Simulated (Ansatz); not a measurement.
# The perfect C wire along [100], 25 atoms a period, H-terminated, part 2 of 3

Aim: is the C wire along [100], 25 atoms a period, H-terminated a metal or a semiconductor?

Ansatz 0.2.0; DFT PBE, plane waves, PAW; relaxation of a wire's period; PAW set soft_1 (the session's first sound run).

So far: Set-up; Relaxation of atoms and period.

## Step 2: Relaxation of atoms and period (continued)

Relaxation path:

```csv
step,energy less that of the first step (eV),largest force component (eV/Å),pressure (GPa),volume (Å³)
1,0.0000,0.7015,-0.19,828.40
2,-0.5475,0.4256,-0.30,859.26
3,-0.6644,0.1315,-0.13,851.73
4,-0.6689,0.0471,-0.05,851.10
5,-0.6694,0.0106,-0.01,851.15
6*,-0.6951,0.0126,0.04,851.15
7,-0.6947,0.0030,0.00,851.74
8*,-0.6952,0.0030,0.00,851.74
```

Relaxation steps marked * repeat the geometry before them on a plane-wave basis chosen anew for their cell, so energy and pressure can jump there.

The run keeps the 8 symmetry operations that it works with, so distortions that break them were not tested.

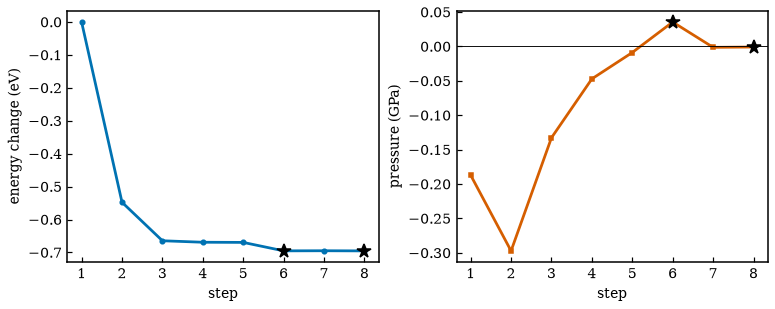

Energy and pressure along the relaxation. Stars mark steps on a basis chosen anew.

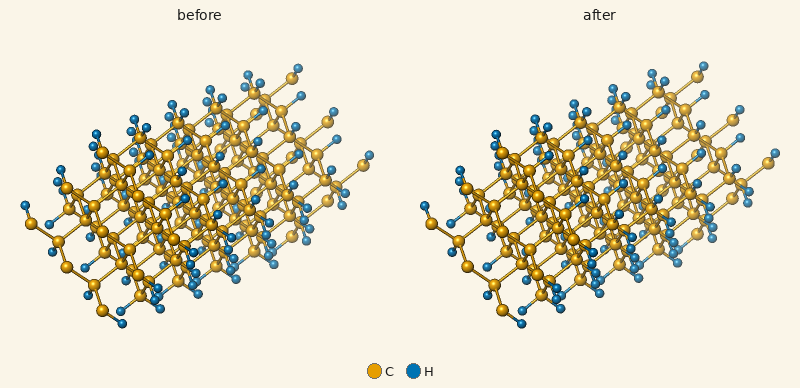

Before and after, at one scale.

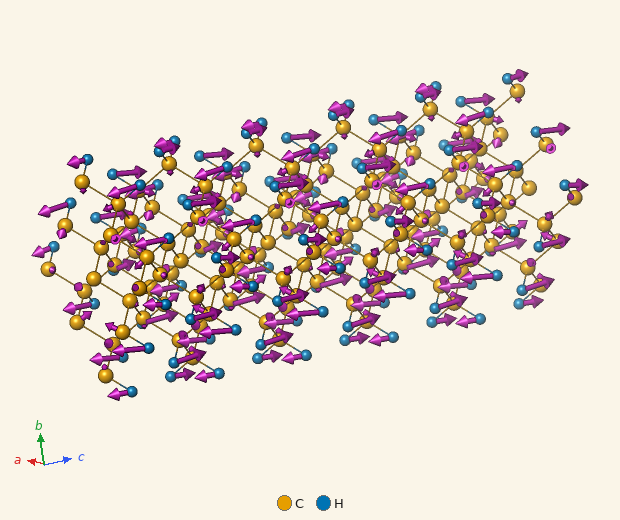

Displacements in the relaxation, exaggerated, measured against the changing cell; the longest in the cell stands for 0.10 Å. 1×1×5 cells are drawn. Some periodic images of atoms are drawn too.

```
cell as run  before  after  change
      c (Å)   3.570  3.671  +2.8 %
```

The atoms that moved most (Å, along periodic axes as changes of fractional coordinates times the final cell, across vacuum about the mean position):

```csv
atom,dx,dy,dz,length
H11,0.009,0.009,-0.102,0.103
H44,-0.009,0.009,0.102,0.103
H41,0.009,-0.009,0.102,0.103
H14,-0.009,-0.009,-0.102,0.103
H32,-0.002,-0.010,0.096,0.097
H33,-0.010,-0.002,0.096,0.097
H25,-0.010,0.002,-0.096,0.097
H23,0.002,-0.010,-0.096,0.097
```

Numbers from this step:

* cell length along the wire: 3.671 Å

The cell's length comes to 3.671 Å with spin left out.

## Step 3: Bands of the perfect wire

This step: DFT PBE, plane waves, PAW; bands of a perfect wire; PAW set soft_1 (Ansatz 0.2.0).

At the relaxed period the bands are computed along the axis; those that cross an energy going forward count the channels that a perfect wire would open there.

input.yaml reads:

```yaml
crystal:
  lattice:
    - [15.233, 0.0, 0.0]
    - [0.0, 15.233, 0.0]
    - [0.0, 0.0, 3.6705897683]
  atoms:
    - { symbol: C, position: [0.266804168, 0.500008685, 0.0] }
    - { symbol: C, position: [0.384169712, 0.384169712, 0.992805407] }
    - { symbol: C, position: [0.384169712, 0.615847659, 0.007194593] }
    - { symbol: C, position: [0.500008685, 0.266804168, 0.0] }
    - { symbol: C, position: [0.500008685, 0.500008685, 0.0] }
    - { symbol: C, position: [0.500008685, 0.733213202, 0.0] }
    - { symbol: C, position: [0.615847659, 0.384169712, 0.007194593] }
    - { symbol: C, position: [0.615847659, 0.615847659, 0.992805407] }
    - { symbol: C, position: [0.733213202, 0.500008685, 0.0] }
    - { symbol: H, position: [0.223134469, 0.458259074, 0.16423002] }
    - { symbol: H, position: [0.340995652, 0.340995652, 0.153206903] }
    - { symbol: H, position: [0.458259074, 0.223134469, 0.16423002] }
    - { symbol: H, position: [0.541758297, 0.776882902, 0.16423002] }
    - { symbol: H, position: [0.659021718, 0.659021718, 0.153206903] }
    - { symbol: H, position: [0.776882902, 0.541758297, 0.16423002] }
    - { symbol: C, position: [0.324884357, 0.557348168, 0.24357987] }
    - { symbol: C, position: [0.441033559, 0.441033559, 0.251820924] }
    - { symbol: C, position: [0.442669203, 0.675133014, 0.24357987] }
    - { symbol: C, position: [0.557348168, 0.324884357, 0.24357987] }
    - { symbol: C, position: [0.558983812, 0.558983812, 0.251820924] }
    - { symbol: C, position: [0.675133014, 0.442669203, 0.24357987] }
    - { symbol: H, position: [0.282452984, 0.600909407, 0.404861937] }
    - { symbol: H, position: [0.399107963, 0.717564387, 0.404861937] }
    - { symbol: H, position: [0.600909407, 0.282452984, 0.404861937] }
    - { symbol: H, position: [0.717564387, 0.399107963, 0.404861937] }
    - { symbol: C, position: [0.381898629, 0.500008685, 0.5] }
    - { symbol: C, position: [0.500008685, 0.381898629, 0.5] }
    - { symbol: C, position: [0.500008685, 0.618118742, 0.5] }
    - { symbol: C, position: [0.618118742, 0.500008685, 0.5] }
    - { symbol: H, position: [0.282452984, 0.399107963, 0.595138063] }
    - { symbol: H, position: [0.399107963, 0.282452984, 0.595138063] }
    - { symbol: H, position: [0.600909407, 0.717564387, 0.595138063] }
    - { symbol: H, position: [0.717564387, 0.600909407, 0.595138063] }
    - { symbol: C, position: [0.324884357, 0.442669203, 0.75642013] }
    - { symbol: C, position: [0.442669203, 0.324884357, 0.75642013] }
    - { symbol: C, position: [0.441033559, 0.558983812, 0.748179076] }
    - { symbol: C, position: [0.558983812, 0.441033559, 0.748179076] }
    - { symbol: C, position: [0.557348168, 0.675133014, 0.75642013] }
    - { symbol: C, position: [0.675133014, 0.557348168, 0.75642013] }
    - { symbol: H, position: [0.223134469, 0.541758297, 0.83576998] }
    - { symbol: H, position: [0.340995652, 0.659021718, 0.846793097] }
    - { symbol: H, position: [0.458259074, 0.776882902, 0.83576998] }
    - { symbol: H, position: [0.541758297, 0.223134469, 0.83576998] }
    - { symbol: H, position: [0.659021718, 0.340995652, 0.846793097] }
    - { symbol: H, position: [0.776882902, 0.458259074, 0.83576998] }
kpoints:
  mp_grid: { grid: [1, 1, 22] }
  band_path: { path: ["Γ", Z], npoints: 90 }
scf:
  occupations: { method: fermi_dirac, width: 0.05 }
hamiltonian:
  xc: pbe
  pseudopotentials: { kind: paw, azcp: { folder: soft_1 } }
output:
  dos: { e_range: [-5, 4] }
  write_potential: true
  write_density: true
  volumetric_format: npy
```

On the command line:

```console
$ ansatz run input.yaml --threads 4 --pin off --max-ram 16384MiB --backend cpu --events-out ev --progress --plain --runs-dir out
```

Numbers of over 12 decimals in the logs are rounded to 6 here.

The log of the run:

```text
[...]
Crystal: 45 atoms, lattice volume = 851.739 Å³
Basis set: ecut = 420 eV, 16613 PW (Γ)
Bands: 105, of which v1, the nominal top of the filled ones, is band 60 counted from 1 (59 counted from 0)
Symmetry: 8 space group operations
[...]
k-points: 12 of 22
[...]
SCF iter   1: F=—  HF=-6612.391873 eV  |F-HF|=—  |Δ(HF+E_count)|=         —  Δρ=7.74e-2  dr2=5.56e1  ethr=3.10e-3  ⟨swp⟩=7.9  Hψ=6923  notcnv=0  defer=143
[...]
SCF iter   9: F=-6592.906765 eV  HF=-6592.906765 eV  |F-HF|=1.46e-8  |Δ(HF+E_count)|=   7.06e-7  Δρ=2.08e-6  dr2=4.57e-8  ethr=8.33e-11  ⟨swp⟩=24.8  Hψ=11632  notcnv=0
SCF 1 converged in 9 iterations: F = -6592.906765 eV  dr2 = 4.57e-8
[...]
NSCF: frozen V_eff on 91 k-points
WARN: The output density's exchange-correlation potential varies sharply where the density is thin. Do not read a vacuum level from v_tot or v_xc, or from such a field of the output density. On a cell that repeats whose density bears no net charge and no dipole along the vacuum's axis use v_es (v_loc + v_h of the components); under efield.dipole_correction with no amplitude use v_es + v_field, which holds any externa [...]
SCF converged after 9 iterations
Free energy (F): -6592.906765 eV
[...]
Internal energy: -6592.906765 eV  (E = F + TS)
E sigma→0 (E₀):  -6592.906765 eV
Fermi energy:    0.370050 eV
[...]
--- Band table (eV; the first three rows and the last of 12) ---
  k-point 0: bands = [... 56 lower, -2.2868, -2.2437, -1.2474, -1.2474, 1.9679, 2.5342, 2.5342, 2.5412, ... 41 higher]
  k-point 1: bands = [... 56 lower, -2.3031, -2.1971, -1.2941, -1.2941, 1.9935, 2.5573, 2.5573, 2.5655, ... 41 higher]
  k-point 2: bands = [... 56 lower, -2.3510, -2.0873, -1.4274, -1.4274, 2.0687, 2.6259, 2.6259, 2.6371, ... 41 higher]
  k-point 11: bands = [... 56 lower, -3.4024, -3.3519, -2.9428, -2.9428, 4.2465, 4.6468, 4.7281, 4.7401, ... 41 higher]
```

The job ended after 5.8 min (4 threads of Arm Neoverse V1, shared host; peak memory 4.8 GiB; 23 min of CPU time).

This step gave:

- band gap: 3.215 eV

Electronic bands along the path, in eV, zero at the Fermi level; v1 is the highest filled band, c1 the lowest empty one:

```csv
point,v4,v3,v2,v1,c1,c2,c3,c4
Γ,-2.66,-2.61,-1.62,-1.62,1.60,2.16,2.16,2.17
Z,-3.77,-3.72,-3.31,-3.31,3.88,4.28,4.36,4.37
```

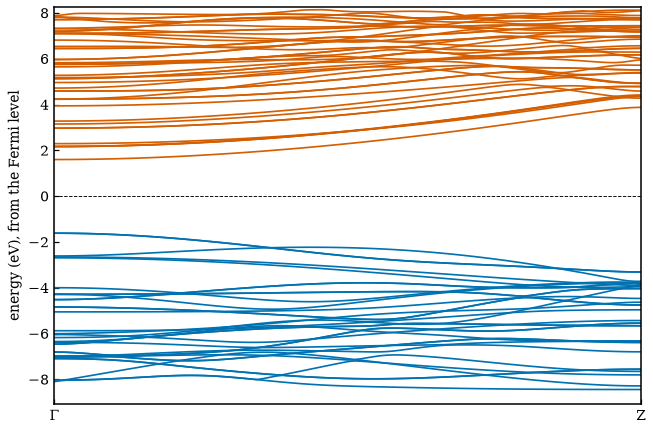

Electronic bands along the path; lines of filled and empty bands in two colours.

The gap is 3.22 eV, with spin left out.

On this path the gap is direct, 3.22 eV, with the valence top at Γ and the conduction bottom at Γ.

## Step 4: Levels at the same atoms, cutoff 500 eV, k-mesh 1×1×17

This step: DFT r2SCAN, plane waves, PAW; bands of a perfect wire at the PBE geometry; PAW set soft_1 (Ansatz 0.2.0).

The atoms stay at the PBE geometry and the functional changes. r2SCAN also reads the kinetic-energy density; it often gives larger moments and wider gaps than PBE, at a higher cost. Against the first PBE run of this kind, the cutoff is 500 eV against 420 and the mesh along the wire has 17 points against 22.

input.yaml: that of step 3 with these lines changed.

```diff
@@ -52,3 +52,3 @@
 kpoints:
-  mp_grid: { grid: [1, 1, 22] }
+  mp_grid: { grid: [1, 1, 17] }
   band_path: { path: ["Γ", Z], npoints: 90 }
@@ -57,8 +57,3 @@
 hamiltonian:
-  xc: pbe
+  xc: r2scan
   pseudopotentials: { kind: paw, azcp: { folder: soft_1 } }
-output:
-  dos: { e_range: [-5, 4] }
-  write_potential: true
-  write_density: true
-  volumetric_format: npy
```

The log of the run:

```text
[...]
Crystal: 45 atoms, lattice volume = 851.739 Å³
Basis set: ecut = 500 eV, 21733 PW (Γ), exchange–correlation on 480×480×108 points (64 copies of the dense FFT grid, shifted against one another)
Bands: 105, of which v1, the nominal top of the filled ones, is band 60 counted from 1 (59 counted from 0)
Symmetry: 8 space group operations
[...]
k-points: 9 of 17
[...]
SCF iter   1: F=—  HF=-6626.855447 eV  |F-HF|=—  |Δ(HF+E_count)|=         —  Δρ=7.47e-2  dr2=5.07e1  dr2_τ=7.73e0  ethr=3.10e-3  ⟨swp⟩=8.3  Hψ=5469  notcnv=0  defer=112
[...]
SCF iter   9: F=-6612.802283 eV  HF=-6612.802283 eV  |F-HF|=3.19e-8  |Δ(HF+E_count)|=   5.58e-7  Δρ=1.39e-6  dr2=1.25e-8  dr2_τ=1.71e-9  ethr=8.33e-11  ⟨swp⟩=25.1  Hψ=8943  notcnv=0
SCF 1 converged in 9 iterations: F = -6612.802283 eV  dr2 = 1.25e-8
[...]
SCF converged after 9 iterations
Free energy (F): -6612.802283 eV
[...]
Internal energy: -6612.802283 eV  (E = F + TS)
E sigma→0 (E₀):  -6612.802283 eV
Fermi energy:    0.525112 eV
[...]
--- Band table (eV; the first three rows and the last of 9) ---
  k-point 0: bands = [... 56 lower, -2.4714, -2.3933, -1.3744, -1.3744, 2.4048, 2.9929, 2.9929, 3.0552, ... 41 higher]
  k-point 1: bands = [... 56 lower, -2.4998, -2.3187, -1.4550, -1.4550, 2.4491, 3.0328, 3.0328, 3.0986, ... 41 higher]
  k-point 2: bands = [... 56 lower, -2.5836, -2.1643, -1.6780, -1.6780, 2.5771, 3.1499, 3.1499, 3.2236, ... 41 higher]
  k-point 8: bands = [... 56 lower, -3.6175, -3.4103, -3.1150, -3.1150, 4.5757, 5.0567, 5.1394, 5.1394, ... 41 higher]
```

The job ended after 7.9 min (4 threads; peak memory 7.1 GiB).

Numbers from this step:

```yaml
band_gap: 3.779 eV
```

The electronic bands at the labelled points (eV, zero at the Fermi level; v1 is the highest filled band, c1 the lowest empty one):

```csv
point,v4,v3,v2,v1,c1,c2,c3,c4
Γ,-3.00,-2.92,-1.90,-1.90,1.88,2.47,2.47,2.53
Z,-4.15,-4.11,-3.69,-3.69,4.16,4.56,4.71,4.72
```

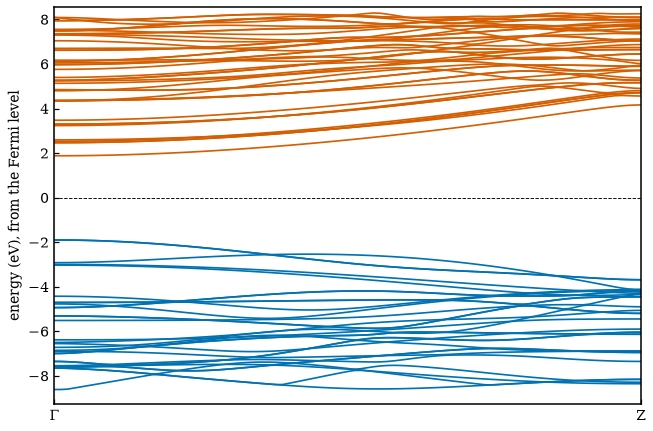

Electronic bands along the path; lines of filled and empty bands in two colours.

The gap is 3.78 eV, against 3.22 eV under PBE at the relaxed period.

## Step 5: Levels at the same atoms, level HSE06, cutoff 420 eV

This step: DFT HSE06, plane waves, PAW; levels of a perfect wire at the PBE geometry; PAW set soft_1 (Ansatz 0.2.0).

The atoms stay at the PBE geometry and the functional changes. HSE06 mixes in a quarter of short-range exact exchange, which removes part of the self-interaction that closes gaps; it is dear, so the mesh is thinner and no path is run. Against the first PBE run of this kind, the mesh along the wire has 9 points against 22.

input.yaml: that of step 4 with these lines changed.

```diff
@@ -52,4 +52,3 @@
 kpoints:
-  mp_grid: { grid: [1, 1, 17] }
-  band_path: { path: ["Γ", Z], npoints: 90 }
+  mp_grid: { grid: [1, 1, 9] }
 scf:
@@ -57,3 +56,3 @@
 hamiltonian:
-  xc: r2scan
+  xc: hse06
   pseudopotentials: { kind: paw, azcp: { folder: soft_1 } }
```

The log of the run:

```text
[...]
Crystal: 45 atoms, lattice volume = 851.739 Å³
Basis set: ecut = 420 eV, 16613 PW (Γ)
Bands: 105, of which v1, the nominal top of the filled ones, is band 60 counted from 1 (59 counted from 0)
Symmetry: 8 space group operations
[...]
k-points: 5 of 9
[...]
SCF iter   6: F=-6592.912447 eV  HF=-6592.912502 eV  |F-HF|=5.56e-5  |Δ(HF+E_count)|=   3.35e-5  Δρ=3.91e-4  dr2=7.87e-4  ethr=1.30e-5  ⟨swp⟩=4.8  Hψ=930  notcnv=0  defer=1
[...]
Fermi energy:    0.144037 eV
[...]
--- Band table (eV; the first three rows and the last of 5) ---
  k-point 0: bands = [... 56 lower, -3.0643, -2.9574, -1.9304, -1.9304, 2.1884]
  k-point 1: bands = [... 56 lower, -3.1676, -2.7466, -2.2050, -2.2050, 2.3355]
  k-point 2: bands = [... 56 lower, -3.4580, -2.8311, -2.8311, -2.5826, 2.7483]
  k-point 4: bands = [... 56 lower, -4.2744, -3.7555, -3.6500, -3.6500, 4.2437]
  guard bands above this table: 44 of the run's 105 bands. The solve was not asked for them (output.publish_guard_bands: true or output.eigenvalues: true publishes all)
[key lines of the parts left out:]
Free energy (F): -6595.251061 eV
```

It took 4.2 min on 4 threads; peak memory 13 GiB.

This step gave:

```yaml
band_gap: 4.119 eV
```

The gap is 4.12 eV, against 3.22 eV under PBE at the relaxed period.

(Continued in part 3 of 3.)

[Logs are printed without paths, hosts, clocks, repeated set-up lines and the standing remarks that a program may print on its own settings, such as how far it seeks lower states.]

[Hosts, paths, dates, database ids (printed as entryN), source tags and the programs' standing remarks are cut or masked in the printed files.]
